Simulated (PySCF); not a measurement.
## Geometry relaxation, with input and output: C4H10MoO3

The run: geometry relaxation of C4H10MoO3 (Mo(CH)(OMe)3), SMILES [CH]#[Mo]([O]C)([O]C)[O]C. Method and program: PBE0-D3(BJ)/def2-SVP geometry optimisation, gas phase (PySCF 2.14.0).

It belongs to a series of runs on one base structure; here: ligand (all three): Cl to OMe.

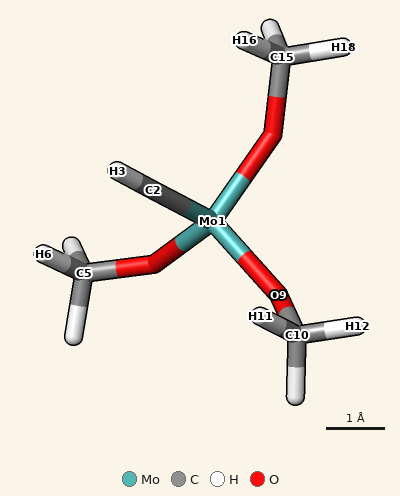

*The input geometry (stick view, seen at a tilt; atoms are numbered from 1 in the order of the input). Sticks mark near contacts.*

Bond lengths as drawn: C–H 1.04 to 1.13 Å, C–Mo 1.79 Å, C–O 1.31 to 1.37 Å and Mo–O 1.84 to 1.92 Å.

**Key numbers**

- outcome: converged
- total energy: −451.626724 hartree
- dipole moment: 1.70 D
- hardware: 1 CPU thread, shared host
- wall time: 4.2 min
- peak memory: 0.74 GiB

The run takes a singlet; with an open-shell metal another spin state may lie lower.

**Input file**
```
{"job": {"xc": "PBE0", "basis": "def2-SVP", "d3": "d3bj", "grid": 1, "maxiter": 30, "shake": 0.03, "kind": "geom"}, "charge": 0, "multiplicity": 1}
Mo     0.067450    -0.067900    -0.150330
C      0.031330    -0.054390     1.644010
H      0.015560    -0.074880     2.699650
O      1.630540    -0.824000    -0.766790
C      2.683010    -1.512350    -0.408030
H      2.718190    -1.555960     0.717020
H      3.601600    -0.944880    -0.732560
H      2.753810    -2.485300    -0.828870
O     -0.056600     1.797330    -0.591170
C     -0.093180     3.084010    -0.160050
H     -0.105200     3.088870     0.940550
H     -0.978910     3.593990    -0.531400
H      0.706450     3.673460    -0.591150
O     -1.565270    -0.881570    -0.657210
C     -2.645060    -1.613010    -0.225590
H     -2.630170    -1.566190     0.900010
H     -2.613900    -2.576280    -0.622580
H     -3.576000    -1.064000    -0.557790
```

The first line tells a small driver script what to run in PySCF; the rest is the geometry in Å.

Command:
```bash
OMP_NUM_THREADS=1 python <driver script> task.json out
```

**Log**
```
step   0  E = -451.59522695  max force = 0.090008
step   1  E = -451.62037370  max force = 0.050402
step   2  E = -451.62475519  max force = 0.020536
step   3  E = -451.62608829  max force = 0.005211
step   4  E = -451.62653376  max force = 0.002100
step   5  E = -451.62661608  max force = 0.002087
step   6  E = -451.62663384  max force = 0.000438
step   7  E = -451.62664321  max force = 0.000491
step   8  E = -451.62666105  max force = 0.000800
step   9  E = -451.62667925  max force = 0.001077
step  10  E = -451.62670279  max force = 0.000823
step  11  E = -451.62671881  max force = 0.000303
step  12  E = -451.62672359  max force = 0.000199
optimisation converged
```

**Trajectory as extended XYZ (Å, eV, eV/Å), 13 frames, from step=0 to step=12**
```
18
Properties=species:S:1:pos:R:3:forces:R:3 step=0 energy=-12288.53204
Mo    0.0674   -0.0679   -0.1503   -2.3842   2.5360   2.8066
C     0.0313   -0.0544    1.6440    0.5285  -0.5807  -4.6284
H     0.0156   -0.0749    2.6997   -0.0669   0.0660   1.5769
O     1.6305   -0.8240   -0.7668   -3.0413   1.2044  -1.3847
C     2.6830   -1.5124   -0.4080    3.6308   0.7059   2.4045
H     2.7182   -1.5560    0.7170    0.2978  -0.3966  -0.5389
H     3.6016   -0.9449   -0.7326   -0.2383  -0.5072   0.2174
H     2.7538   -2.4853   -0.8289   -0.1422  -1.4717  -0.5937
O    -0.0566    1.7973   -0.5912    0.3197  -2.6874  -0.9174
C    -0.0932    3.0840   -0.1600   -0.4027   0.0394   0.7439
H    -0.1052    3.0889    0.9405    0.1855   0.4867   0.1745
H    -0.9789    3.5940   -0.5314   -0.8072   0.1048  -0.0319
H     0.7065    3.6735   -0.5911    0.9543   0.2477   0.0778
O    -1.5653   -0.8816   -0.6572    1.9040   0.4961  -0.7135
C    -2.6451   -1.6130   -0.2256   -0.7974   3.2999   1.8758
H    -2.6302   -1.5662    0.9000   -0.3171  -0.6131  -0.5842
H    -2.6139   -2.5763   -0.6226   -0.0941  -2.2496  -0.6585
H    -3.5760   -1.0640   -0.5578    0.4707  -0.6805   0.1737
18
Properties=species:S:1:pos:R:3:forces:R:3 step=1 energy=-12289.21632
Mo    0.0010    0.0272   -0.2157    0.6819  -0.6078  -1.7154
C     0.0278   -0.0438    1.4585    0.0485  -0.0855   2.5918
H     0.0396   -0.0941    2.5548    0.0032   0.0129  -0.0665
O     1.5885   -0.7821   -0.7787   -0.1991   0.1311  -0.3510
C     2.6896   -1.4859   -0.3565    0.7171  -0.3407   0.3086
H     2.7806   -1.5545    0.7469   -0.2290   0.0490  -0.0547
H     3.6384   -1.0322   -0.7126   -0.2496   0.0958  -0.0832
H     2.6676   -2.5146   -0.7589   -0.0450  -0.0234   0.0276
O    -0.0883    1.7934   -0.6524   -0.0037   1.0278  -0.4795
C    -0.1114    3.0709   -0.1323   -0.1316   0.5689   0.0656
H    -0.1137    3.0768    0.9737    0.0590  -0.0689  -0.0422
H    -1.0152    3.6099   -0.4804    0.0582  -0.1233   0.0579
H     0.7584    3.6484   -0.4980    0.0053  -0.0846   0.1068
O    -1.5483   -0.8256   -0.7034   -0.8466  -0.6829  -0.3698
C    -2.6102   -1.5697   -0.1931   -0.1375   0.2924   0.1080
H    -2.6503   -1.5417    0.9121    0.1995  -0.0666  -0.0273
H    -2.5417   -2.6134   -0.5362    0.0119  -0.0719   0.0378
H    -3.5686   -1.1520   -0.5501    0.0576  -0.0222  -0.1142
18
Properties=species:S:1:pos:R:3:forces:R:3 step=2 energy=-12289.33555
Mo   -0.0048    0.0329   -0.2637    0.1689   0.0186   1.0560
C     0.0369   -0.0470    1.4733   -0.0638   0.0739  -0.7285
H     0.0573   -0.0958    2.5731    0.0088   0.0051  -0.1913
O     1.5823   -0.7950   -0.8206   -0.2937   0.1440  -0.1876
C     2.6832   -1.4928   -0.3513    0.1731  -0.3463   0.1142
H     2.7388   -1.5161    0.7523   -0.1432   0.0670   0.0297
H     3.6248   -1.0481   -0.7190   -0.0829   0.0941  -0.0808
H     2.6547   -2.5429   -0.7106   -0.0269   0.1806   0.0472
O    -0.0856    1.8493   -0.6970    0.0352  -0.2527  -0.1009
C    -0.1019    3.1137   -0.1265   -0.0106   0.1899   0.0950
H    -0.0973    3.0704    0.9782    0.0035  -0.0559  -0.0193
H    -1.0074    3.6658   -0.4476    0.1123  -0.0819   0.0203
H     0.7842    3.6912   -0.4547   -0.0959  -0.0603   0.0238
O    -1.5699   -0.8588   -0.7528    0.0627  -0.0760  -0.1054
C    -2.6147   -1.5953   -0.1988    0.0992  -0.1391  -0.0020
H    -2.6205   -1.5414    0.9028    0.0984   0.0141   0.0689
H    -2.5343   -2.6596   -0.4998   -0.0040   0.1696   0.0503
H    -3.5824   -1.2137   -0.5596   -0.0411   0.0552  -0.0896
18
Properties=species:S:1:pos:R:3:forces:R:3 step=3 energy=-12289.37183
Mo   -0.0058    0.0323   -0.2949   -0.1477   0.2018   0.2680
C     0.0348   -0.0399    1.4271   -0.0140   0.0002  -0.1405
H     0.0577   -0.0842    2.5226    0.0057   0.0010  -0.0307
O     1.5636   -0.7978   -0.8555   -0.1158  -0.0158  -0.2439
C     2.6544   -1.4826   -0.3437    0.1282  -0.1026   0.1694
H     2.6675   -1.4531    0.7612    0.0005   0.0048  -0.0071
H     3.5902   -1.0339   -0.7184    0.0121  -0.0027  -0.0012
H     2.6322   -2.5415   -0.6628   -0.0152   0.0753  -0.0007
O    -0.0799    1.8503   -0.7202    0.0366  -0.1669  -0.1116
C    -0.0912    3.0974   -0.1088    0.0072   0.0136   0.1379
H    -0.0859    3.0068    0.9924   -0.0061   0.0008   0.0028
H    -0.9930    3.6585   -0.4102    0.0179  -0.0017  -0.0047
H     0.7957    3.6799   -0.4144   -0.0228  -0.0038  -0.0122
O    -1.5634   -0.8724   -0.7843    0.1478  -0.0042  -0.1325
C    -2.5925   -1.5981   -0.1957    0.0106  -0.0441   0.0883
H    -2.5631   -1.5114    0.9052   -0.0208  -0.0085   0.0067
H    -2.5106   -2.6669   -0.4660   -0.0150   0.0551   0.0066
H    -3.5669   -1.2267   -0.5561   -0.0091  -0.0026   0.0056
18
Properties=species:S:1:pos:R:3:forces:R:3 step=4 energy=-12289.38395
Mo   -0.0129    0.0382   -0.3408   -0.0329  -0.0240   0.0080
C     0.0301   -0.0343    1.3765   -0.0010   0.0065   0.0300
H     0.0577   -0.0779    2.4702    0.0015  -0.0041   0.0313
O     1.5529   -0.8027   -0.8987   -0.0006  -0.0310  -0.1080
C     2.6362   -1.4672   -0.3329   -0.0197   0.0248   0.0656
H     2.6185   -1.3886    0.7689    0.0364  -0.0073  -0.0025
H     3.5772   -1.0328   -0.7097    0.0322  -0.0116   0.0190
H     2.6138   -2.5349   -0.6099    0.0150  -0.0130  -0.0100
O    -0.0777    1.8534   -0.7524    0.0122   0.0785  -0.0597
C    -0.0845    3.0761   -0.0874    0.0108  -0.0252   0.0753
H    -0.0814    2.9384    1.0087   -0.0075  -0.0032  -0.0068
H    -0.9820    3.6518   -0.3680   -0.0185   0.0273  -0.0086
H     0.8047    3.6655   -0.3681    0.0058   0.0176  -0.0184
O    -1.5601   -0.8838   -0.8230    0.0265  -0.0195  -0.0599
C    -2.5743   -1.5955   -0.1902   -0.0316  -0.0271   0.0519
H    -2.5230   -1.4773    0.9072   -0.0233   0.0100  -0.0143
H    -2.4940   -2.6703   -0.4282   -0.0010  -0.0002  -0.0177
H    -3.5576   -1.2410   -0.5445   -0.0044   0.0016   0.0247
18
Properties=species:S:1:pos:R:3:forces:R:3 step=5 energy=-12289.38619
Mo   -0.0148    0.0364   -0.3605   -0.0179   0.0249  -0.1073
C     0.0296   -0.0341    1.3556    0.0045  -0.0012   0.0831
H     0.0592   -0.0768    2.4498   -0.0014  -0.0030   0.0145
O     1.5533   -0.8078   -0.9165    0.0221  -0.0259   0.0002
C     2.6348   -1.4602   -0.3270   -0.0343   0.0370  -0.0008
H     2.6082   -1.3650    0.7730    0.0112  -0.0021  -0.0002
H     3.5797   -1.0299   -0.6998    0.0111  -0.0015   0.0095
H     2.6196   -2.5317   -0.5886    0.0075  -0.0150  -0.0064
O    -0.0770    1.8574   -0.7667    0.0057   0.0016  -0.0065
C    -0.0837    3.0691   -0.0790    0.0034  -0.0350   0.0191
H    -0.0817    2.9107    1.0140   -0.0028   0.0033  -0.0009
H    -0.9805    3.6515   -0.3503   -0.0097   0.0113  -0.0028
H     0.8054    3.6635   -0.3503    0.0035   0.0095  -0.0068
O    -1.5622   -0.8915   -0.8386    0.0206  -0.0040   0.0017
C    -2.5738   -1.5951   -0.1889   -0.0190  -0.0096   0.0117
H    -2.5135   -1.4668    0.9064   -0.0069   0.0057  -0.0058
H    -2.4992   -2.6718   -0.4195    0.0011  -0.0023  -0.0125
H    -3.5599   -1.2409   -0.5354    0.0013   0.0064   0.0103
18
Properties=species:S:1:pos:R:3:forces:R:3 step=6 energy=-12289.38667
Mo   -0.0143    0.0340   -0.3670   -0.0019  -0.0067   0.0128
C     0.0301   -0.0348    1.3514    0.0029   0.0015  -0.0150
H     0.0595   -0.0773    2.4461   -0.0024  -0.0016   0.0001
O     1.5561   -0.8094   -0.9205    0.0179  -0.0216   0.0193
C     2.6376   -1.4556   -0.3238   -0.0100   0.0225  -0.0153
H     2.6072   -1.3585    0.7758   -0.0037  -0.0016   0.0008
H     3.5835   -1.0226   -0.6918   -0.0009   0.0015   0.0030
H     2.6297   -2.5281   -0.5837    0.0013  -0.0030  -0.0020
O    -0.0768    1.8545   -0.7718    0.0040   0.0174  -0.0011
C    -0.0852    3.0625   -0.0772   -0.0053  -0.0020  -0.0044
H    -0.0832    2.8987    1.0149    0.0011  -0.0008  -0.0001
H    -0.9830    3.6456   -0.3456   -0.0007  -0.0009   0.0015
H     0.8023    3.6605   -0.3467   -0.0002   0.0003   0.0008
O    -1.5626   -0.8934   -0.8426    0.0057  -0.0143   0.0102
C    -2.5759   -1.5929   -0.1899   -0.0133   0.0079  -0.0068
H    -2.5116   -1.4660    0.9052    0.0043  -0.0020  -0.0009
H    -2.5084   -2.6692   -0.4244   -0.0007   0.0003  -0.0047
H    -3.5613   -1.2313   -0.5307    0.0017   0.0029   0.0019
18
Properties=species:S:1:pos:R:3:forces:R:3 step=7 energy=-12289.38693
Mo   -0.0129    0.0307   -0.3684    0.0033   0.0076   0.0250
C     0.0306   -0.0366    1.3504    0.0014   0.0001  -0.0253
H     0.0588   -0.0789    2.4453   -0.0021  -0.0004  -0.0066
O     1.5603   -0.8107   -0.9195   -0.0069  -0.0088   0.0165
C     2.6427   -1.4521   -0.3206    0.0069   0.0060  -0.0107
H     2.6083   -1.3582    0.7792   -0.0073  -0.0023   0.0022
H     3.5883   -1.0133   -0.6830   -0.0055   0.0035  -0.0008
H     2.6423   -2.5242   -0.5835   -0.0002   0.0044   0.0009
O    -0.0766    1.8518   -0.7738    0.0052  -0.0055   0.0036
C    -0.0878    3.0585   -0.0775   -0.0083   0.0104  -0.0103
H    -0.0847    2.8933    1.0143    0.0026  -0.0004   0.0013
H    -0.9873    3.6401   -0.3444    0.0033  -0.0063   0.0031
H     0.7978    3.6597   -0.3471   -0.0018  -0.0037   0.0038
O    -1.5624   -0.8951   -0.8436    0.0071  -0.0199   0.0099
C    -2.5793   -1.5912   -0.1922   -0.0035   0.0203  -0.0114
H    -2.5109   -1.4712    0.9034    0.0076  -0.0071   0.0021
H    -2.5207   -2.6663   -0.4346   -0.0020   0.0009  -0.0007
H    -3.5629   -1.2193   -0.5269    0.0003   0.0012  -0.0027
18
Properties=species:S:1:pos:R:3:forces:R:3 step=8 energy=-12289.38741
Mo   -0.0090    0.0230   -0.3705    0.0013   0.0293   0.0379
C     0.0306   -0.0410    1.3486   -0.0024  -0.0026  -0.0304
H     0.0546   -0.0829    2.4437   -0.0007   0.0017  -0.0110
O     1.5697   -0.8134   -0.9149   -0.0411   0.0050   0.0008
C     2.6551   -1.4429   -0.3111    0.0374  -0.0198   0.0025
H     2.6086   -1.3602    0.7892   -0.0099  -0.0022   0.0014
H     3.5979   -0.9866   -0.6590   -0.0071   0.0046  -0.0033
H     2.6748   -2.5127   -0.5840   -0.0031   0.0128   0.0031
O    -0.0758    1.8440   -0.7780    0.0077  -0.0261   0.0108
C    -0.0947    3.0487   -0.0786   -0.0092   0.0257  -0.0136
H    -0.0881    2.8809    1.0128    0.0031  -0.0007   0.0026
H    -0.9992    3.6245   -0.3420    0.0061  -0.0100   0.0035
H     0.7855    3.6576   -0.3487   -0.0029  -0.0066   0.0049
O    -1.5598   -0.9001   -0.8466    0.0070  -0.0311   0.0015
C    -2.5858   -1.5871   -0.1994    0.0121   0.0337  -0.0123
H    -2.5053   -1.4887    0.8975    0.0076  -0.0121   0.0040
H    -2.5514   -2.6581   -0.4634   -0.0039  -0.0001   0.0034
H    -3.5641   -1.1879   -0.5177   -0.0019  -0.0016  -0.0057
18
Properties=species:S:1:pos:R:3:forces:R:3 step=9 energy=-12289.38791
Mo   -0.0053    0.0163   -0.3709    0.0005   0.0382   0.0261
C     0.0283   -0.0451    1.3481   -0.0055  -0.0045  -0.0173
H     0.0469   -0.0866    2.4432    0.0012   0.0030  -0.0087
O     1.5784   -0.8155   -0.9080   -0.0554   0.0119  -0.0133
C     2.6673   -1.4339   -0.3004    0.0452  -0.0303   0.0134
H     2.6067   -1.3667    0.8004   -0.0063  -0.0013   0.0008
H     3.6062   -0.9572   -0.6312   -0.0058   0.0041  -0.0026
H     2.7084   -2.4995   -0.5867   -0.0036   0.0134   0.0024
O    -0.0746    1.8368   -0.7805    0.0090  -0.0283   0.0168
C    -0.1025    3.0408   -0.0800   -0.0060   0.0245  -0.0116
H    -0.0914    2.8719    1.0112    0.0018  -0.0008   0.0018
H    -1.0127    3.6087   -0.3403    0.0051  -0.0076   0.0023
H     0.7719    3.6574   -0.3516   -0.0030  -0.0056   0.0028
O    -1.5546   -0.9069   -0.8507    0.0088  -0.0331  -0.0086
C    -2.5897   -1.5845   -0.2088    0.0173   0.0297  -0.0064
H    -2.4961   -1.5127    0.8892    0.0037  -0.0102   0.0031
H    -2.5816   -2.6498   -0.4969   -0.0036  -0.0007   0.0031
H    -3.5618   -1.1567   -0.5083   -0.0032  -0.0022  -0.0041
18
Properties=species:S:1:pos:R:3:forces:R:3 step=10 energy=-12289.38855
Mo   -0.0014    0.0111   -0.3695   -0.0039   0.0339   0.0043
C     0.0227   -0.0491    1.3492   -0.0070  -0.0052   0.0028
H     0.0342   -0.0902    2.4443    0.0029   0.0031  -0.0022
O     1.5866   -0.8166   -0.8983   -0.0423   0.0091  -0.0200
C     2.6793   -1.4245   -0.2869    0.0317  -0.0255   0.0162
H     2.6014   -1.3795    0.8139   -0.0008   0.0008  -0.0005
H     3.6127   -0.9229   -0.5957   -0.0010   0.0021   0.0004
H     2.7451   -2.4833   -0.5925   -0.0021   0.0078   0.0003
O    -0.0730    1.8308   -0.7809    0.0073  -0.0148   0.0192
C    -0.1118    3.0353   -0.0814    0.0001   0.0091  -0.0078
H    -0.0951    2.8674    1.0099   -0.0005  -0.0005   0.0008
H    -1.0289    3.5927   -0.3393    0.0012  -0.0013   0.0004
H     0.7553    3.6605   -0.3561   -0.0018  -0.0013  -0.0004
O    -1.5454   -0.9166   -0.8573    0.0105  -0.0235  -0.0173
C    -2.5899   -1.5847   -0.2218    0.0119   0.0105   0.0033
H    -2.4817   -1.5463    0.8766   -0.0015  -0.0031   0.0006
H    -2.6118   -2.6416   -0.5384   -0.0016   0.0000   0.0001
H    -3.5547   -1.1256   -0.4980   -0.0028  -0.0012  -0.0003
18
Properties=species:S:1:pos:R:3:forces:R:3 step=11 energy=-12289.38898
Mo    0.0003    0.0105   -0.3672   -0.0044   0.0153  -0.0105
C     0.0162   -0.0510    1.3514   -0.0056  -0.0041   0.0126
H     0.0229   -0.0921    2.4463    0.0028   0.0020   0.0028
O     1.5900   -0.8156   -0.8910   -0.0121   0.0022  -0.0131
C     2.6847   -1.4196   -0.2774    0.0053  -0.0086   0.0094
H     2.5942   -1.3926    0.8229    0.0030   0.0014  -0.0004
H     3.6145   -0.9015   -0.5690    0.0022   0.0001   0.0022
H     2.7658   -2.4723   -0.5990    0.0003   0.0006  -0.0013
O    -0.0718    1.8298   -0.7783    0.0034   0.0028   0.0140
C    -0.1181    3.0358   -0.0817    0.0035  -0.0068  -0.0046
H    -0.0979    2.8705    1.0100   -0.0017   0.0001   0.0002
H    -1.0397    3.5857   -0.3389   -0.0020   0.0033  -0.0005
H     0.7441    3.6661   -0.3595   -0.0003   0.0022  -0.0018
O    -1.5363   -0.9247   -0.8638    0.0091  -0.0070  -0.0156
C    -2.5855   -1.5886   -0.2324   -0.0002  -0.0073   0.0089
H    -2.4684   -1.5727    0.8657   -0.0033   0.0027  -0.0016
H    -2.6250   -2.6393   -0.5678    0.0007   0.0010  -0.0025
H    -3.5461   -1.1116   -0.4927   -0.0007   0.0000   0.0019
18
Properties=species:S:1:pos:R:3:forces:R:3 step=12 energy=-12289.38911
Mo    0.0003    0.0125   -0.3659   -0.0025   0.0008  -0.0084
C     0.0122   -0.0514    1.3527   -0.0028  -0.0022   0.0075
H     0.0178   -0.0929    2.4477    0.0015   0.0008   0.0027
O     1.5901   -0.8136   -0.8883    0.0069  -0.0012  -0.0024
C     2.6842   -1.4188   -0.2739   -0.0080   0.0024   0.0011
H     2.5888   -1.3994    0.8261    0.0022   0.0009   0.0000
H     3.6137   -0.8962   -0.5580    0.0022  -0.0005   0.0018
H     2.7692   -2.4689   -0.6026    0.0011  -0.0021  -0.0008
O    -0.0716    1.8320   -0.7753    0.0003   0.0079   0.0061
C    -0.1204    3.0391   -0.0808    0.0025  -0.0095  -0.0031
H    -0.0997    2.8758    1.0112   -0.0013   0.0004   0.0004
H    -1.0432    3.5866   -0.3388   -0.0020   0.0029  -0.0003
H     0.7403    3.6707   -0.3602    0.0005   0.0023  -0.0007
O    -1.5314   -0.9281   -0.8678    0.0040   0.0029  -0.0071
C    -2.5808   -1.5929   -0.2375   -0.0053  -0.0102   0.0066
H    -2.4615   -1.5832    0.8604   -0.0016   0.0031  -0.0020
H    -2.6231   -2.6417   -0.5785    0.0014   0.0011  -0.0023
H    -3.5412   -1.1129   -0.4929    0.0008   0.0004   0.0008
```

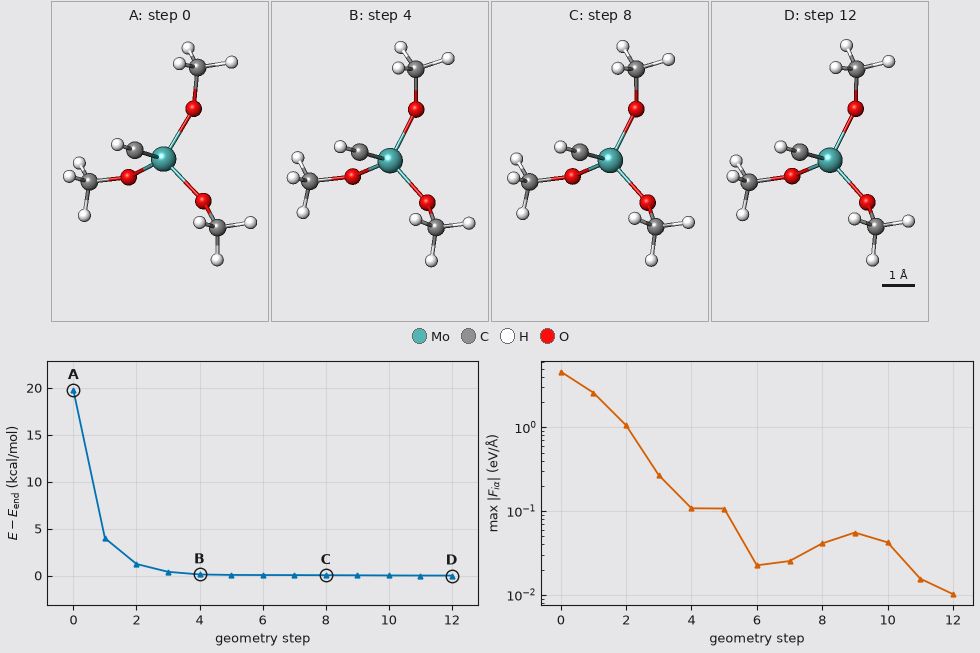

*Frames of the relaxation (ball-and-stick view, seen at a tilt) above the curves, on which the letters mark them (steps are counted from 0).*

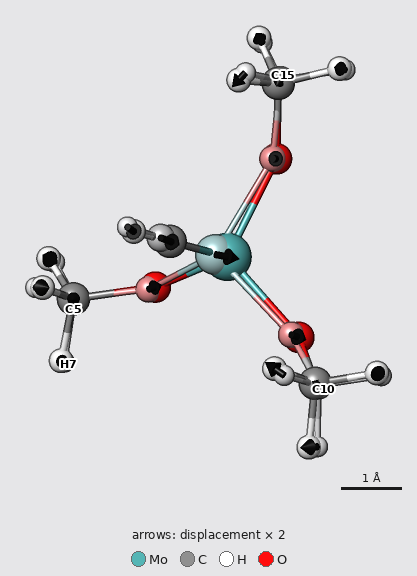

*Start (faint) and end (solid) with the displacements as black arrows, magnified 2 times (ball-and-stick view, seen at a tilt). The two geometries are laid on each other by the best rigid fit.*

The energy falls by 19.8 kcal/mol in 12 geometry steps. The largest force component goes from 4.6 to 0.01 eV/Å. C2 moves most after the best rigid fit: 0.29 Å. Largest moves by element: C 0.29 Å, H 0.26 Å, Mo 0.24 Å, O 0.20 Å. Distances before and after: O4–C5 1.308 → 1.393 Å, Mo1–C2 1.795 → 1.720 Å, C15–H17 1.042 → 1.104 Å, Mo1–O9 1.921 → 1.866 Å. Among the angles that change: Mo1–O9–C10 148.1° → 137.4°, Mo1–O14–C15 145.3° → 137.5°, Mo1–O4–C5 143.8° → 137.5°. (Atoms are counted from 1 in the order of the input.)
